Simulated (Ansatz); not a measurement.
## Nudged elastic band of SiPH6F

- system: SiPH6F
- method: RKS revPBE/def2-SVP (Ansatz 0.2.0)

It belongs to a series of runs on one base structure; here: band between the two ends.

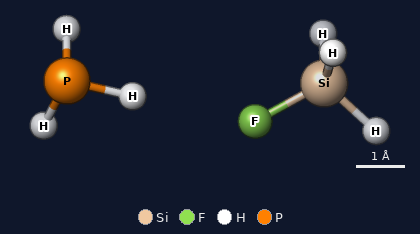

**Figure 1.** The structure as given in the input (ball-and-stick view, seen on its broad side). Bond lengths as drawn: F–Si 1.65 Å, H–P 1.44 Å and H–Si 1.50 Å.

**Input file**
```yaml
crystal:
  periodic: [false, false, false]
  atoms:
    - { symbol: Si, position_ang: [1.016898, 0.084802, -0.536476] }
    - { symbol: F, position_ang: [0.139899, -0.017901, 0.856603] }
    - { symbol: H, position_ang: [2.473518, 0.142542, -0.1773] }
    - { symbol: H, position_ang: [0.61034, 1.330274, -1.270034] }
    - { symbol: H, position_ang: [0.733445, -1.13029, -1.372318] }
    - { symbol: P, position_ang: [-3.822714, 0.072718, 1.971636] }
    - { symbol: H, position_ang: [-4.145342, -1.016188, 1.082253] }
    - { symbol: H, position_ang: [-3.614976, -0.820716, 3.084538] }
    - { symbol: H, position_ang: [-2.429667, 0.042658, 1.605197] }
basis:
  gaussian: { orbitals: def2-SVP }
hamiltonian:
  xc: revpbe
neb:
  order_check: false
  images: 7
  f_tol: 0.05
  max_iterations: 60
  final_atoms:
    - { symbol: Si, position_ang: [-0.32049932, -0.49420361, -0.19737295] }
    - { symbol: F, position_ang: [-0.38468271, 2.03612684, 1.93206786] }
    - { symbol: H, position_ang: [0.88862296, -0.58723316, 0.68577301] }
    - { symbol: H, position_ang: [-0.30132201, 0.77916867, -0.99039982] }
    - { symbol: H, position_ang: [-0.34422961, -1.66908296, -1.13960661] }
    - { symbol: P, position_ang: [-2.16692515, -0.43022757, 1.16934822] }
    - { symbol: H, position_ang: [-3.14449914, -0.6667235, 0.14133646] }
    - { symbol: H, position_ang: [-2.09705675, -1.80037421, 1.60069671] }
    - { symbol: H, position_ang: [-1.16800727, 1.52044851, 2.04225611] }
  initial_path:
    images:
      - { positions_ang: [[1.016898, 0.084802, -0.536476], [0.139899, -0.017901, 0.856603], [2.473518, 0.142542, -0.1773], [0.61034, 1.330274, -1.270034], [0.733445, -1.13029, -1.372318], [-3.822714, 0.072718, 1.971636], [-4.145342, -1.016188, 1.082253], [-3.614976, -0.820716, 3.084538], [-2.429667, 0.042658, 1.605197]] }
      - { positions_ang: [[0.7666591, 0.06107236, -0.39590085], [0.09367171, 0.00369679, 1.13327047], [2.20694708, 0.10412239, -0.23727601], [0.29006935, 1.28549656, -1.08495921], [0.38972429, -1.15508235, -1.13729488], [-3.45723229, 0.05194774, 1.66225004], [-3.88166256, -0.99659146, 0.79779016], [-3.32319002, -0.71118965, 2.83881328], [-2.12358567, 0.04442661, 1.66740599]] }
      - { positions_ang: [[0.51642019, 0.03734272, -0.25532569], [0.04744443, 0.02529459, 1.40993794], [1.94037616, 0.06570279, -0.29725201], [-0.03020131, 1.24071913, -0.89988442], [0.04600358, -1.1798747, -0.90227176], [-3.09175058, 0.03117747, 1.35286407], [-3.61798311, -0.97699492, 0.51332732], [-3.03140403, -0.6016633, 2.59308857], [-1.81750433, 0.04619521, 1.72961499]] }
      - { positions_ang: [[0.26618129, 0.01361309, -0.11475054], [0.00121714, 0.04689238, 1.68660541], [1.67380524, 0.02728318, -0.35722802], [-0.35047196, 1.19594169, -0.71480962], [-0.29771714, -1.20466705, -0.66724864], [-2.72626886, 0.01040721, 1.04347811], [-3.35430367, -0.95739838, 0.22886448], [-2.73961805, -0.49213694, 2.34736385], [-1.511423, 0.04796382, 1.79182398]] }
      - { positions_ang: [[0.01594239, -0.01011655, 0.02582461], [-0.04501014, 0.06849018, 1.96327287], [1.40723433, -0.01113642, -0.41720403], [-0.67074261, 1.15116425, -0.52973483], [-0.64143785, -1.2294594, -0.43222552], [-2.36078715, -0.01036305, 0.73409214], [-3.09062422, -0.93780184, -0.05559836], [-2.44783206, -0.38261059, 2.10163914], [-1.20534167, 0.04973243, 1.85403297]] }
      - { positions_ang: [[-0.06816804, -0.13113832, -0.02997478], [-0.12992829, 0.56039934, 1.95547162], [1.27758148, -0.15516061, -0.14145977], [-0.57838746, 1.05816536, -0.64490108], [-0.56713579, -1.33936529, -0.60907079], [-2.31232165, -0.11532918, 0.84290616], [-3.10409295, -0.87003225, -0.00636465], [-2.36013823, -0.7370515, 1.97640353], [-1.19600807, 0.41741145, 1.90108876]] }
      - { positions_ang: [[-0.15227847, -0.25216008, -0.08577417], [-0.21484643, 1.05230851, 1.94767037], [1.14792864, -0.29918479, 0.13428449], [-0.48603231, 0.96516646, -0.76006733], [-0.49283373, -1.44927118, -0.78591607], [-2.26385615, -0.22029531, 0.95172018], [-3.11756168, -0.80226267, 0.04286905], [-2.2724444, -1.0914924, 1.85116793], [-1.18667447, 0.78509047, 1.94814454]] }
      - { positions_ang: [[-0.2363889, -0.37318185, -0.14157356], [-0.29976457, 1.54421767, 1.93986911], [1.0182758, -0.44320898, 0.41002875], [-0.39367716, 0.87216757, -0.87523357], [-0.41853167, -1.55917707, -0.96276134], [-2.21539065, -0.32526144, 1.0605342], [-3.13103041, -0.73449308, 0.09210276], [-2.18475057, -1.4459333, 1.72593232], [-1.17734087, 1.15276949, 1.99520033]] }
      - { positions_ang: [[-0.32049932, -0.49420361, -0.19737295], [-0.38468271, 2.03612684, 1.93206786], [0.88862296, -0.58723316, 0.68577301], [-0.30132201, 0.77916867, -0.99039982], [-0.34422961, -1.66908296, -1.13960661], [-2.16692515, -0.43022757, 1.16934822], [-3.14449914, -0.6667235, 0.14133646], [-2.09705675, -1.80037421, 1.60069671], [-1.16800727, 1.52044851, 2.04225611]] }
```

Launch command:
```bash
ansatz run input.yaml --threads 1 --pin off --max-ram 2048MiB --backend cpu --events-out ev --progress --plain --runs-dir out
```

**What the program printed**
```
Engine: ansatz 0.2.0, aarch64-unknown-linux-gnu
Functional definition: revPBE
  parameter kappa = 1.245
  parameter beta = 0.06672455060314922
  exchange = pbe_x(kappa = kappa, mu = beta*pi^2/3)
  correlation = pbe_c(beta = beta)
899 factors; their error is unknown
mean field evaluation 1: about -19967.9236 eV, gradient 3.1e1 eV
mean field evaluation 2: about -19964.4095 eV, gradient 5.9e1 eV
mean field evaluation 4: about -19969.7971 eV, gradient 1.2e0 eV
mean field evaluation 8: about -19969.7525 eV, gradient 2.9e-2 eV
mean field -19969.75245498 eV, -733.8748667362 hartree, gradient 6.8e-5 eV, S^2 0.000000; 0 other end points of the search recorded, 0 dependent functions left out
the calculation of the forces begins
reference -19969.75250270 eV, -733.8748684900 hartree; 22, 22 occupied and 58, 58 virtual orbitals, 899 factors
899 factors; their error is unknown
mean field evaluation 16: about -19964.6521 eV, gradient 5.3e1 eV
mean field -19968.84558488 eV, -733.8415398746 hartree, gradient 5.1e-5 eV, S^2 0.000000; 0 other end points of the search recorded, 0 dependent functions left out
[... from here on the field's lines of each further geometry are left out, up to the last ...]
NEB iter   1: max|band force component| = 4.794e0 eV/Å  barrier→ = 4.7181 eV  barrier← = 3.8113 eV  Δτ_max = 0.2000 Å  (220 SCF iters)
NEB iter   2: max|band force component| = 2.122e0 eV/Å  barrier→ = 3.5706 eV  barrier← = 2.6637 eV  Δτ_max = 0.1993 Å  (205 SCF iters)
NEB iter   3: max|band force component| = 1.264e0 eV/Å  barrier→ = 2.5988 eV  barrier← = 1.6919 eV  Δτ_max = 0.2000 Å  (196 SCF iters)
NEB iter   4: max|band force component| = 2.127e0 eV/Å  barrier→ = 2.4443 eV  barrier← = 1.5374 eV  Δτ_max = 0.0995 Å  (191 SCF iters)
NEB iter   5: max|band force component| = 1.355e0 eV/Å  barrier→ = 2.3284 eV  barrier← = 1.4216 eV  Δτ_max = 0.1002 Å  (189 SCF iters)
NEB iter   6: max|band force component| = 4.411e-1 eV/Å  barrier→ = 2.1804 eV  barrier← = 1.2735 eV  CI = image 5  Δτ_max = 0.1990 Å  (185 SCF iters)
NEB iter   7: max|band force component| = 8.941e-1 eV/Å  barrier→ = 2.4730 eV  barrier← = 1.5662 eV  CI = image 5  Δτ_max = 0.1003 Å  (198 SCF iters)
NEB iter   8: max|band force component| = 4.576e-1 eV/Å  barrier→ = 2.5524 eV  barrier← = 1.6455 eV  CI = image 5  Δτ_max = 0.1968 Å  (188 SCF iters)
NEB iter   9: max|band force component| = 5.225e-1 eV/Å  barrier→ = 2.5292 eV  barrier← = 1.6224 eV  CI = image 5  Δτ_max = 0.1005 Å  (196 SCF iters)
NEB iter  10: max|band force component| = 8.891e-1 eV/Å  barrier→ = 2.5111 eV  barrier← = 1.6043 eV  CI = image 5  Δτ_max = 0.0499 Å  (185 SCF iters)
NEB iter  11: max|band force component| = 3.773e-1 eV/Å  barrier→ = 2.4995 eV  barrier← = 1.5926 eV  CI = image 5  Δτ_max = 0.0996 Å  (188 SCF iters)
NEB iter  12: max|band force component| = 4.086e-1 eV/Å  barrier→ = 2.4635 eV  barrier← = 1.5566 eV  CI = image 5  Δτ_max = 0.1997 Å  (188 SCF iters)
NEB iter  13: max|band force component| = 3.440e-1 eV/Å  barrier→ = 2.4033 eV  barrier← = 1.4964 eV  CI = image 5  Δτ_max = 0.2000 Å  (188 SCF iters)
NEB iter  14: max|band force component| = 2.911e-1 eV/Å  barrier→ = 2.3608 eV  barrier← = 1.4540 eV  CI = image 5  Δτ_max = 0.1998 Å  (187 SCF iters)
NEB iter  15: max|band force component| = 1.884e-1 eV/Å  barrier→ = 2.3317 eV  barrier← = 1.4248 eV  CI = image 5  Δτ_max = 0.2000 Å  (186 SCF iters)
NEB iter  16: max|band force component| = 2.986e-1 eV/Å  barrier→ = 2.3266 eV  barrier← = 1.4197 eV  CI = image 5  Δτ_max = 0.1001 Å  (196 SCF iters)
NEB iter  17: max|band force component| = 1.763e-1 eV/Å  barrier→ = 2.3291 eV  barrier← = 1.4222 eV  CI = image 5  Δτ_max = 0.0999 Å  (184 SCF iters)
NEB iter  18: max|band force component| = 1.561e-1 eV/Å  barrier→ = 2.3175 eV  barrier← = 1.4106 eV  CI = image 5  Δτ_max = 0.0983 Å  (186 SCF iters)
NEB iter  19: max|band force component| = 8.139e-2 eV/Å  barrier→ = 2.3151 eV  barrier← = 1.4083 eV  CI = image 5  Δτ_max = 0.0572 Å  (185 SCF iters)
NEB iter  20: max|band force component| = 4.475e-2 eV/Å  barrier→ = 2.3133 eV  barrier← = 1.4064 eV  CI = image 5  Δτ_max = 0.0533 Å  (187 SCF iters)
NEB iter  21: max|band force component| = 1.305e-1 eV/Å  barrier→ = 2.3132 eV  barrier← = 1.4064 eV  CI = image 5  Δτ_max = 0.0269 Å  (27 SCF iters)
NEB iter  22: max|band force component| = 5.592e-2 eV/Å  barrier→ = 2.3115 eV  barrier← = 1.4046 eV  CI = image 5  Δτ_max = 0.0537 Å  (190 SCF iters)
NEB iter  23: max|band force component| = 5.499e-2 eV/Å  barrier→ = 2.3119 eV  barrier← = 1.4051 eV  CI = image 5  Δτ_max = 0.0268 Å  (187 SCF iters)
the calculation of the forces begins
reference -19968.74364965 eV, -733.8377938240 hartree; 22, 22 occupied and 58, 58 virtual orbitals, 899 factors
899 factors; their error is unknown
mean field evaluation 1344: about -19967.4895 eV, gradient 2.3e-1 eV
mean field -19967.44080026 eV, -733.7899149919 hartree, gradient 1.5e-5 eV, S^2 0.000000; 1 other end points of the search recorded, 0 dependent functions left out
the calculation of the forces begins
reference -19967.44083860 eV, -733.7899164010 hartree; 22, 22 occupied and 58, 58 virtual orbitals, 899 factors
NEB iter  24: max|band force component| = 3.184e-2 eV/Å  barrier→ = 2.3117 eV  barrier← = 1.4048 eV  CI = image 5  Δτ_max = 0.0000 Å  (369 SCF iters)
```

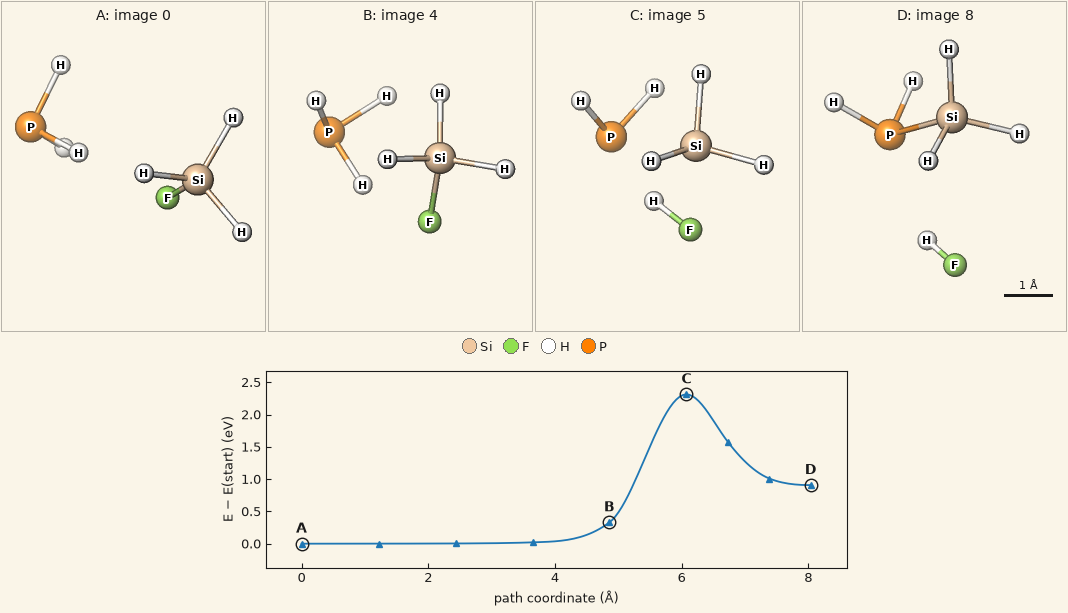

**Figure 2.** Images of the last band (counted from 0; ball-and-stick, seen at a tilt) above the energy along the path; the line is a cubic interpolation that uses the forces. The highest image is number 5, 2.312 eV above the start and 1.405 eV above the end (the climbing image); the end lies 0.907 eV above the start. The path is 8.04 Å long. The band converged in 24 iterations.

```
Total energy: -19967.44083860 eV, -733.7899164010 hartree
Atom 0 at    -0.187471    -0.163014     0.056494 Å, force     0.021027     0.002334    -0.001209 eV/Å
Atom 1 at    -0.021490     1.030312     1.623065 Å, force    -0.021494     0.003973     0.007782 eV/Å
Atom 2 at     1.279227    -0.420360     0.273887 Å, force     0.003545    -0.003984    -0.008021 eV/Å
Atom 3 at    -0.452824     0.912710    -0.951572 Å, force    -0.003600    -0.001591    -0.002123 eV/Å
Atom 4 at    -0.656465    -1.480108    -0.522156 Å, force    -0.012305     0.001416     0.006070 eV/Å
Atom 5 at    -2.577552    -0.173104     1.445500 Å, force     0.016619    -0.010589    -0.005968 eV/Å
Atom 6 at    -2.995018    -0.144626     0.074922 Å, force     0.001001     0.000561     0.002157 eV/Å
Atom 7 at    -2.312606    -1.578861     1.529866 Å, force    -0.011474     0.002787    -0.000736 eV/Å
Atom 8 at    -1.114399     0.704950     1.714092 Å, force     0.006680     0.005093     0.002049 eV/Å
Dipole moment:    -0.068679    -0.133948    -0.118658 e Å
this run last wrote the band of iteration 24 to [file]; this run last wrote the band within `neb.f_tol` of iteration 20 to [file]
```

**The last band as extended XYZ (Å, eV, eV/Å)**
```
9
Properties=species:S:1:pos:R:3:forces:R:3 image=0 energy=-19969.75246
Si    1.0169    0.0848   -0.5365   -0.0023  -0.0017   0.0014
F     0.1399   -0.0179    0.8566    0.0032   0.0004  -0.0068
H     2.4735    0.1425   -0.1773   -0.0029  -0.0009   0.0001
H     0.6103    1.3303   -1.2700    0.0000   0.0023   0.0021
H     0.7334   -1.1303   -1.3723    0.0019  -0.0002   0.0030
P    -3.8227    0.0727    1.9716    0.0036   0.0000  -0.0007
H    -4.1453   -1.0162    1.0823   -0.0014  -0.0010   0.0015
H    -3.6150   -0.8207    3.0845    0.0009   0.0008  -0.0029
H    -2.4297    0.0427    1.6052   -0.0032   0.0003   0.0024
9
Properties=species:S:1:pos:R:3:forces:R:3 image=1 energy=-19969.75142
Si    0.9060    0.0452   -0.4561    0.0009  -0.0002   0.0009
F     0.2553    0.2902    1.0395   -0.0008  -0.0001  -0.0018
H     2.4002    0.1344   -0.3436    0.0008   0.0008   0.0007
H     0.3885    1.1061   -1.3842    0.0007  -0.0005  -0.0009
H     0.5007   -1.3181   -0.9382    0.0004   0.0001  -0.0006
P    -3.7047    0.0300    2.0922   -0.0006  -0.0006  -0.0002
H    -3.9785   -0.5062    0.7810   -0.0012   0.0015   0.0015
H    -3.5035   -1.2845    2.6503    0.0001  -0.0001   0.0005
H    -2.3027    0.1908    1.8033   -0.0003  -0.0009   0.0000
9
Properties=species:S:1:pos:R:3:forces:R:3 image=2 energy=-19969.74921
Si    0.7620   -0.0412   -0.3358    0.0011   0.0004   0.0012
F     0.3825    0.4888    1.1792   -0.0011  -0.0005  -0.0023
H     2.2521    0.0291   -0.5026    0.0020   0.0012   0.0005
H     0.0832    0.8465   -1.3388    0.0016  -0.0007  -0.0018
H     0.2884   -1.4587   -0.4814    0.0019  -0.0005  -0.0015
P    -3.5641   -0.0458    2.0855   -0.0015  -0.0001   0.0008
H    -3.7731    0.0502    0.6611   -0.0026   0.0012   0.0023
H    -3.3032   -1.4624    2.0105   -0.0018   0.0002   0.0008
H    -2.1665    0.2814    1.9665    0.0004  -0.0012   0.0001
9
Properties=species:S:1:pos:R:3:forces:R:3 image=3 energy=-19969.73179
Si    0.5210   -0.0883   -0.1683    0.0094   0.0038   0.0066
F     0.4768    0.5595    1.3479    0.0055  -0.0065  -0.0105
H     1.9574   -0.3214   -0.5351    0.0130   0.0056  -0.0114
H    -0.1143    0.8815   -1.1225    0.0085  -0.0019  -0.0063
H    -0.2292   -1.3885   -0.1639    0.0119  -0.0030  -0.0001
P    -3.3888   -0.0892    1.8005   -0.0142  -0.0022   0.0043
H    -3.3047    0.1246    0.3760   -0.0108   0.0033   0.0062
H    -2.8865   -1.4364    1.6873   -0.0138   0.0011   0.0043
H    -2.0703    0.4461    2.0222   -0.0096  -0.0002   0.0069
9
Properties=species:S:1:pos:R:3:forces:R:3 image=4 energy=-19969.42237
Si    0.1942   -0.0844   -0.0276    0.2695   0.0839  -0.0355
F     0.2068    0.6742    1.4540    0.1086  -0.2122  -0.1311
H     1.6128   -0.5108   -0.1640    0.2475   0.0082  -0.2841
H    -0.2720    0.9303   -1.0271    0.1033   0.0109  -0.0724
H    -0.6558   -1.3174   -0.1767    0.0510   0.1115   0.2671
P    -2.9936   -0.1052    1.6306   -0.2964   0.0005   0.1144
H    -2.9971    0.0112    0.1910    0.0028   0.0350   0.0635
H    -2.4332   -1.4345    1.5825   -0.0454   0.0676   0.0442
H    -1.7007    0.5247    1.7812   -0.4411  -0.1055   0.0339
9
Properties=species:S:1:pos:R:3:forces:R:3 image=5 energy=-19967.44080
Si   -0.1875   -0.1630    0.0565    0.0210   0.0023  -0.0012
F    -0.0215    1.0303    1.6231   -0.0215   0.0040   0.0078
H     1.2792   -0.4204    0.2739    0.0035  -0.0040  -0.0080
H    -0.4528    0.9127   -0.9516   -0.0036  -0.0016  -0.0021
H    -0.6565   -1.4801   -0.5222   -0.0123   0.0014   0.0061
P    -2.5776   -0.1731    1.4455    0.0166  -0.0106  -0.0060
H    -2.9950   -0.1446    0.0749    0.0010   0.0006   0.0022
H    -2.3126   -1.5789    1.5299   -0.0115   0.0028  -0.0007
H    -1.1144    0.7049    1.7141    0.0067   0.0051   0.0020
9
Properties=species:S:1:pos:R:3:forces:R:3 image=6 energy=-19968.17685
Si   -0.3058   -0.2595   -0.0137   -0.2588  -0.2967  -0.1773
F    -0.1218    1.3246    1.8074   -0.0187   0.4584   0.3559
H     1.1392   -0.3164    0.4256   -0.3136  -0.0754   0.2262
H    -0.5028    0.9002   -0.9509   -0.0221  -0.0672  -0.0019
H    -0.5282   -1.5548   -0.7257    0.0549  -0.1763  -0.4391
P    -2.3586   -0.3104    1.2852    0.4683  -0.0811  -0.2757
H    -3.0547   -0.3251    0.0354   -0.1420  -0.1062  -0.0112
H    -2.2881   -1.7186    1.5071   -0.1030  -0.1504  -0.0236
H    -1.0178    0.9479    1.8738    0.3350   0.4949   0.3466
9
Properties=species:S:1:pos:R:3:forces:R:3 image=7 energy=-19968.74361
Si   -0.3315   -0.3812   -0.1304   -0.0334  -0.0967  -0.1215
F    -0.2252    1.6838    1.9356   -0.0130   0.1709   0.0982
H     0.9746   -0.3220    0.6031   -0.1199  -0.0723   0.1053
H    -0.4928    0.8271   -1.0083    0.0186  -0.0313  -0.0206
H    -0.3563   -1.6333   -0.9555    0.0500  -0.0529  -0.1893
P    -2.2238   -0.4054    1.1989    0.0982  -0.0212  -0.0219
H    -3.1082   -0.4978    0.0701   -0.0332  -0.0306   0.0410
H    -2.2229   -1.8050    1.5154   -0.0043  -0.0294  -0.0158
H    -1.0526    1.2218    2.0152    0.0370   0.1636   0.1247
9
Properties=species:S:1:pos:R:3:forces:R:3 image=8 energy=-19968.84558
Si   -0.3205   -0.4942   -0.1974   -0.0060   0.0026   0.0077
F    -0.3847    2.0361    1.9321   -0.0056   0.0070   0.0090
H     0.8886   -0.5872    0.6858    0.0018  -0.0026   0.0033
H    -0.3013    0.7792   -0.9904   -0.0046   0.0030  -0.0031
H    -0.3442   -1.6691   -1.1396   -0.0029  -0.0028   0.0016
P    -2.1669   -0.4302    1.1693    0.0063  -0.0159  -0.0151
H    -3.1445   -0.6667    0.1413    0.0049   0.0027   0.0081
H    -2.0971   -1.8004    1.6007   -0.0036   0.0069  -0.0034
H    -1.1680    1.5204    2.0423    0.0096  -0.0010  -0.0082
```

**Summary**

| quantity | value |
| --- | --- |
| outcome | converged |
| barrier, forward | 2.312 eV |
| barrier, backward | 1.405 eV |
| hardware | 1 thread of Arm Neoverse V1, 24 GiB of memory available, shared host |
| wall time | 6.2 min |
| peak memory | 0.16 GiB |

**Notes**

The order of the saddle point was not checked.
